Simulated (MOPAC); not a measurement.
Run report: C3H3F3O, frequency calculation (part 1 of 3)

- system: C3H3F3O, SMILES O=CCC(F)(F)F
- method: PM6-ORG, closed shell, dispersion built in (MOPAC 23.2.5)

The geometry was optimised with PM6-ORG.

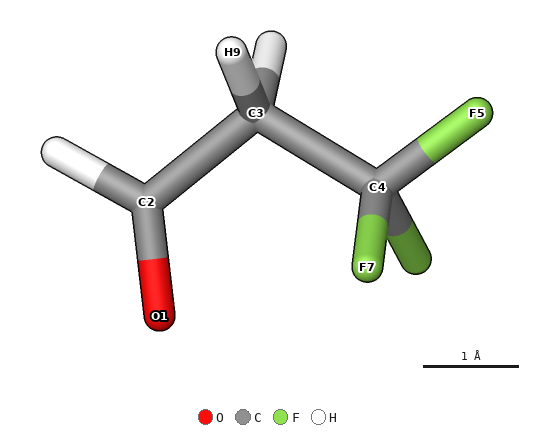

**Figure 1.** The structure as given in the input (stick view, seen at a tilt; atoms are numbered from 1 in the order of the input). Bond lengths as drawn: C–C 1.52 Å, C–F 1.34 Å, C–H 1.10 to 1.11 Å and C–O 1.20 Å.

Summary

```tsv
quantity	value
outcome	converged
heat of formation	−200.66 kcal/mol
basis functions	31
zero-point energy	0.057780 hartree
wavenumbers, lowest and highest	56 and 2874 cm⁻¹
hardware	1 thread of Arm Neoverse V1, 24 GiB of memory available, shared host
peak memory	0.071 GiB
```

Notes

MOPAC's energies along a path are heats of formation.

The input (run.mop)
```
pm6-org force thermo threads=1 aux(precision=6)
frequencies of C3H3F3O

O     -1.128784 +1    -1.640423 +1     0.196180 +1
C     -0.348698 +1    -1.084772 +1     0.919910 +1
C      0.369389 +1     0.188807 +1     0.497527 +1
C     -0.028886 +1     0.606113 +1    -0.907589 +1
F      0.580936 +1     1.721790 +1    -1.330094 +1
F     -1.334649 +1     0.854034 +1    -1.040115 +1
F      0.250086 +1    -0.313171 +1    -1.835663 +1
H     -0.078077 +1    -1.423146 +1     1.929981 +1
H      1.464574 +1     0.042497 +1     0.561725 +1
H      0.150828 +1     0.999863 +1     1.218331 +1
```

Launch command:
```bash
mopac run.mop
```

Log
```
MOPAC v23.2.5
PM6-ORG CALCULATION RESULTS

 *  PM6-ORG    - The PM6-ORG Hamiltonian to be used
 *  FORCE      - FORCE CALCULATION SPECIFIED
 *  THREADS=1  - MULTI-THREADING NOT USED
 *  AUX        - OUTPUT AUXILIARY INFORMATION
 *  THERMO     - THERMODYNAMIC QUANTITIES TO BE CALCULATED
pm6-org force thermo threads=1 aux(precision=6)
 frequencies of C3H3F3O

   ATOM   CHEMICAL          X               Y               Z
  NUMBER   SYMBOL      (ANGSTROMS)     (ANGSTROMS)     (ANGSTROMS)

     1       O         -1.12878400  *  -1.64042300  *   0.19618000  *
     2       C         -0.34869800  *  -1.08477200  *   0.91991000  *
     3       C          0.36938900  *   0.18880700  *   0.49752700  *
     4       C         -0.02888600  *   0.60611300  *  -0.90758900  *
     5       F          0.58093600  *   1.72179000  *  -1.33009400  *
     6       F         -1.33464900  *   0.85403400  *  -1.04011500  *
     7       F          0.25008600  *  -0.31317100  *  -1.83566300  *
     8       H         -0.07807700  *  -1.42314600  *   1.92998100  *
     9       H          1.46457400  *   0.04249700  *   0.56172500  *
    10       H          0.15082800  *   0.99986300  *   1.21833100  *

          CARTESIAN COORDINATES

    NO.       ATOM           X           Y           Z

     1         O         -1.1288     -1.6404      0.1962
     2         C         -0.3487     -1.0848      0.9199
     3         C          0.3694      0.1888      0.4975
     4         C         -0.0289      0.6061     -0.9076
     5         F          0.5809      1.7218     -1.3301
     6         F         -1.3346      0.8540     -1.0401
     7         F          0.2501     -0.3132     -1.8357
     8         H         -0.0781     -1.4231      1.9300
     9         H          1.4646      0.0425      0.5617
    10         H          0.1508      0.9999      1.2183

           Empirical Formula: C3 H3 O F3  =    10 atoms

      MOLECULAR POINT GROUP   :   Cs

      RHF CALCULATION, NO. OF DOUBLY OCCUPIED LEVELS = 21

          HEAT OF FORMATION =    -200.656917 KCALS/MOLE

          CARTESIAN COORDINATE DERIVATIVES

   NUMBER  ATOM         X            Y            Z

     1       O      0.007551     0.006188     0.011767
     2       C     -0.005473     0.001542     0.002872
     3       C     -0.000660    -0.000711     0.004835
     4       C      0.003571     0.004081    -0.006645
     5       F      0.005121    -0.002690    -0.008673
     6       F     -0.002163    -0.003557    -0.003831
     7       F     -0.001843    -0.001734     0.004582
     8       H      0.008484    -0.000254    -0.023513
     9       H     -0.006279    -0.005536     0.003753
    10       H     -0.008310     0.002673     0.014852

 DIPOLE           X         Y         Z       TOTAL
 POINT-CHG.     4.227    -2.388     0.026     4.855
 HYBRID        -0.158     0.481    -0.002     0.506
 SUM            4.069    -1.907     0.024     4.494

          GRADIENT NORM =   0.03932

          MOLECULAR WEIGHT =  112.05

          ROTATIONAL CONSTANTS IN CM(-1)

          A =    0.16017698   B =    0.06931009   C =    0.06490023

           PRINCIPAL MOMENTS OF INERTIA IN UNITS OF 10**(-40)*GRAM-CM**2

          A =      174.7614   B =      403.8770   C =      431.3198

          ORIENTATION OF MOLECULE IN FORCE CALCULATION

    NO.       ATOM         X         Y         Z

     1          O      -0.9160   -1.9164    0.0104
     2          C       0.2845   -1.9164    0.0104
     3          C       1.0860   -0.6227    0.0104
     4          C       0.1732    0.5913   -0.0027
     5          F       0.8312    1.7584   -0.0085
     6          F      -0.6405    0.6579    1.0544
     7          F      -0.6305    0.6421   -1.0684
     8          H       0.9127   -2.8183    0.0105
     9          H       1.7686   -0.6027   -0.8605
    10          H       1.7539   -0.5947    0.8926

    FIRST DERIVATIVES WILL BE USED IN THE CALCULATION OF SECOND DERIVATIVES

          ESTIMATED TIME TO COMPLETE CALCULATION =        0.23 SECONDS

    FOR POINT-GROUP Cs   THERE ARE   2 UNIQUE SYMMETRY FUNCTIONS.

 STEP:   1 TIME =     0.00 SECS, INTEGRAL =      0.00 TIME LEFT: 172799.99
 STEP:   2 TIME =     0.01 SECS, INTEGRAL =      0.01 TIME LEFT: 172799.98
 STEP:   3 TIME =     0.00 SECS, INTEGRAL =      0.02 TIME LEFT: 172799.98
 STEP:   4 TIME =     0.00 SECS, INTEGRAL =      0.02 TIME LEFT: 172799.98
 STEP:   5 TIME =     0.00 SECS, INTEGRAL =      0.02 TIME LEFT: 172799.97
 STEP:   6 TIME =     0.00 SECS, INTEGRAL =      0.03 TIME LEFT: 172799.97
 STEP:   7 TIME =     0.00 SECS, INTEGRAL =      0.03 TIME LEFT: 172799.96
 STEP:   8 TIME =     0.00 SECS, INTEGRAL =      0.04 TIME LEFT: 172799.96
 STEP:   9 TIME =     0.01 SECS, INTEGRAL =      0.04 TIME LEFT: 172799.95
 STEP:  10 TIME =     0.00 SECS, INTEGRAL =      0.05 TIME LEFT: 172799.95
 STEP:  11 TIME =     0.00 SECS, INTEGRAL =      0.05 TIME LEFT: 172799.95
 STEP:  12 TIME =     0.01 SECS, INTEGRAL =      0.06 TIME LEFT: 172799.94
 STEP:  13 TIME =     0.00 SECS, INTEGRAL =      0.06 TIME LEFT: 172799.93
 STEP:  14 TIME =     0.00 SECS, INTEGRAL =      0.07 TIME LEFT: 172799.93
 STEP:  15 TIME =     0.00 SECS, INTEGRAL =      0.07 TIME LEFT: 172799.93
 STEP:  16 TIME =     0.00 SECS, INTEGRAL =      0.07 TIME LEFT: 172799.92
 STEP:  17 TIME =     0.01 SECS, INTEGRAL =      0.08 TIME LEFT: 172799.91
 STEP:  18 TIME =     0.00 SECS, INTEGRAL =      0.09 TIME LEFT: 172799.91
 STEP:  19                       INTEGRAL =      0.09 TIME LEFT: 172799.91
 STEP:  20                       INTEGRAL =      0.09 TIME LEFT: 172799.91
 STEP:  21                       INTEGRAL =      0.09 TIME LEFT: 172799.91
 STEP:  22 TIME =     0.00 SECS, INTEGRAL =      0.09 TIME LEFT: 172799.91
 STEP:  23 TIME =     0.00 SECS, INTEGRAL =      0.09 TIME LEFT: 172799.90
 STEP:  24 TIME =     0.01 SECS, INTEGRAL =      0.10 TIME LEFT: 172799.89
 STEP:  25 TIME =     0.00 SECS, INTEGRAL =      0.11 TIME LEFT: 172799.89
 STEP:  26 TIME =     0.00 SECS, INTEGRAL =      0.11 TIME LEFT: 172799.89
 STEP:  27 TIME =     0.00 SECS, INTEGRAL =      0.11 TIME LEFT: 172799.88
 STEP:  28                       INTEGRAL =      0.11 TIME LEFT: 172799.88
 STEP:  29                       INTEGRAL =      0.11 TIME LEFT: 172799.88
 STEP:  30                       INTEGRAL =      0.11 TIME LEFT: 172799.88

(To convert to Hartree/Bohr^2, multiply by (10^(-21) x N x a0^2)/(4.184 x 627.51) =  0.0642)

           FORCE MATRIX IN MILLIDYNES/ANGSTROM

                  O  1       C  2       C  3       C  4       F  5       F  6
 ------------------------------------------------------------------------------
     O    1  14.278807
     C    2  12.885319  17.503035
     C    3   1.056750   3.398413  13.032737
     C    4   0.213986   0.892289   3.434264  16.123627
     F    5   0.028496   0.102020   0.732766   6.362424   7.974643
     F    6   0.057012   0.102968   0.725907   6.502153   0.971534   8.142460
     F    7   0.057125   0.103010   0.725516   6.499842   0.971970   0.978956
     H    8   0.858407   3.934545   0.539133   0.079849   0.023552   0.011670
     H    9   0.073686   0.487187   4.137857   0.494770   0.023119   0.079462
     H   10   0.073233   0.486803   4.137144   0.494708   0.023054   0.022762

                  F  7       H  8       H  9       H 10
 ------------------------------------------------------
     F    7   8.142460
     H    8   0.011346   4.565823
     H    9   0.022740   0.019437   4.468133
     H   10   0.079383   0.021833   0.226913   4.468133

          HEAT OF FORMATION =    -200.656917 KCALS/MOLE

          ZERO POINT ENERGY      36.257 KCAL/MOL

           NORMAL COORDINATE ANALYSIS (Total motion = 1 Angstrom)

   Root No.       1         2         3         4         5         6         7         8

                 1 A"      2 A"      1 A'      2 A'      3 A"      4 A"      3 A'      4 A'

                  55.6      98.0     157.1     275.3     289.0     403.9     405.0     442.6

           1   -0.0003    0.0001   -0.0388   -0.0758   -0.0001    0.0001   -0.0598   -0.0144
           2    0.0008   -0.0005    0.2075   -0.1456    0.0001    0.0000   -0.0930   -0.0289
           3    0.1364   -0.0793   -0.0014    0.0008    0.0079    0.0045    0.0004    0.0001
           4   -0.0001   -0.0002   -0.0368   -0.0769   -0.0001    0.0001   -0.0601   -0.0128
           5    0.0002    0.0006    0.0588   -0.0258    0.0001    0.0000    0.0676    0.0881
           6    0.0304    0.1116   -0.0005    0.0001    0.0204    0.0102   -0.0006   -0.0006
           7    0.0001    0.0001    0.0697   -0.0403   -0.0002   -0.0000    0.0225   -0.0525
           8   -0.0006   -0.0002   -0.0022   -0.0228    0.0005    0.0001    0.0430    0.0970
           9   -0.0972   -0.0333    0.0001    0.0000    0.0867    0.0167   -0.0003   -0.0006
          10    0.0001    0.0000    0.0351    0.0471    0.0001    0.0001    0.1077   -0.0746
          11   -0.0002   -0.0001   -0.0255    0.0389   -0.0002   -0.0007    0.0893    0.0488
          12   -0.0319   -0.0100    0.0002   -0.0002   -0.0311   -0.1118   -0.0004   -0.0004
          13   -0.0001    0.0000   -0.0808   -0.1217    0.0002   -0.0003    0.0967    0.0752
          14    0.0004    0.0000    0.0340    0.1357   -0.0005    0.0007    0.1043   -0.0355
          15    0.0772    0.0019   -0.0002   -0.0011   -0.0728    0.1192   -0.0003    0.0004
          16   -0.0360    0.0182    0.0353    0.1177    0.0253    0.0944   -0.0464    0.0140
          17   -0.0759   -0.0195   -0.1128    0.0009   -0.1087    0.0299   -0.0781   -0.0535
          18   -0.0555    0.0068    0.0077    0.0571   -0.0020   -0.0440   -0.1114    0.0790
          19    0.0362   -0.0182    0.0354    0.1178   -0.0252   -0.0943   -0.0471    0.0143
          20    0.0754    0.0196   -0.1128    0.0002    0.1087   -0.0304   -0.0767   -0.0544
          21   -0.0562    0.0065   -0.0063   -0.0566   -0.0034   -0.0441    0.1122   -0.0783
          22   -0.0001   -0.0007   -0.1382   -0.0211   -0.0001    0.0001    0.0019    0.0492
          23    0.0000    0.0022   -0.0087    0.0081   -0.0000    0.0002    0.1037    0.1289
          24    0.0135    0.3842   -0.0003   -0.0001    0.0009    0.0379   -0.0008   -0.0007
          25   -0.1018   -0.0997    0.0681   -0.0418    0.1681    0.1756    0.0255   -0.0520
          26   -0.0279   -0.0601   -0.0225   -0.0803   -0.0205   -0.0499   -0.0288    0.1220
          27   -0.1769   -0.1131    0.0015   -0.0026    0.2211    0.1580    0.0012   -0.0007
          28    0.1024    0.1001    0.0680   -0.0417   -0.1689   -0.1761    0.0254   -0.0520
          29    0.0257    0.0588   -0.0226   -0.0802    0.0229    0.0519   -0.0288    0.1220
          30   -0.1769   -0.1134   -0.0009    0.0032    0.2203    0.1569   -0.0009   -0.0008

   Root No.       9        10        11        12        13        14        15        16

                 5 A'      5 A"      6 A'      6 A"      7 A'      8 A'      7 A"      9 A'

                 638.0     745.0     879.4     972.0     989.5    1020.7    1063.8    1229.0

           1   -0.0457   -0.0000   -0.0226    0.0000   -0.0224    0.0165    0.0000   -0.0337
           2   -0.0588    0.0001   -0.0154   -0.0001    0.0011    0.0054   -0.0001    0.0242
           3    0.0002    0.0143   -0.0001   -0.0127   -0.0001    0.0001   -0.0186   -0.0002
           4   -0.0384    0.0000   -0.0139   -0.0001   -0.0138    0.0088   -0.0002   -0.0305
           5    0.1369   -0.0001   -0.0328    0.0003   -0.0729    0.0377    0.0005   -0.0778
           6   -0.0008   -0.0255    0.0003    0.0453    0.0003   -0.0002    0.0883    0.0004
           7    0.1085    0.0001    0.1221    0.0001   -0.0100   -0.0746    0.0000    0.0251
           8    0.0406   -0.0004   -0.0322   -0.0003    0.0594   -0.0329   -0.0002    0.0357
           9    0.0000   -0.0768    0.0006   -0.0595   -0.0004    0.0000   -0.0334   -0.0002
          10    0.0155   -0.0000   -0.0240    0.0000   -0.0057    0.0002   -0.0000    0.0372
          11   -0.0775    0.0001    0.0235   -0.0000   -0.0048    0.0029    0.0000   -0.0210
          12    0.0005    0.0097   -0.0002   -0.0074    0.0000   -0.0000    0.0048    0.0002
          13   -0.0506    0.0000    0.0302   -0.0000   -0.0042   -0.0017    0.0000    0.0014
          14   -0.0802   -0.0000    0.0406   -0.0000   -0.0094    0.0010   -0.0000    0.0004
          15    0.0004   -0.0044   -0.0001   -0.0021    0.0001   -0.0001    0.0001   -0.0000
          16    0.0105   -0.0151   -0.0401   -0.0164    0.0152    0.0005    0.0036   -0.0119
          17    0.0276    0.0044    0.0047    0.0040   -0.0019   -0.0009   -0.0004    0.0022
          18   -0.0175    0.0119    0.0548    0.0164   -0.0188   -0.0009   -0.0045    0.0152
          19    0.0106    0.0151   -0.0395    0.0164    0.0150    0.0004   -0.0035   -0.0118
          20    0.0277   -0.0043    0.0040   -0.0038   -0.0016   -0.0009    0.0004    0.0020
          21    0.0172    0.0120   -0.0553    0.0165    0.0190    0.0009   -0.0045   -0.0153
          22   -0.0048   -0.0005   -0.1137    0.0004   -0.0562    0.0851    0.0005    0.5650
          23    0.1515    0.0017   -0.1047   -0.0012   -0.0940    0.0886   -0.0016    0.3549
          24   -0.0008    0.2966    0.0007   -0.2170    0.0003   -0.0003   -0.2829   -0.0011
          25    0.1322    0.2164    0.1995    0.1397    0.1360    0.2236    0.0496    0.0055
          26    0.0298    0.1150   -0.0410   -0.2658    0.2705   -0.1249    0.2754   -0.0368
          27    0.0191    0.1048    0.0786    0.0500    0.1403    0.2615    0.0150   -0.0162
          28    0.1321   -0.2168    0.1994   -0.1399    0.1366    0.2245   -0.0496    0.0054
          29    0.0296   -0.1138   -0.0418    0.2664    0.2688   -0.1279   -0.2753   -0.0366
          30   -0.0188    0.1054   -0.0767    0.0465   -0.1431   -0.2593    0.0180    0.0167

   Root No.      17        18        19        20        21        22        23        24

                10 A'     11 A'     12 A'      8 A"     13 A'     14 A'     15 A'      9 A"

                1254.1    1355.5    1377.5    1379.5    1841.0    2776.1    2841.3    2873.5
```
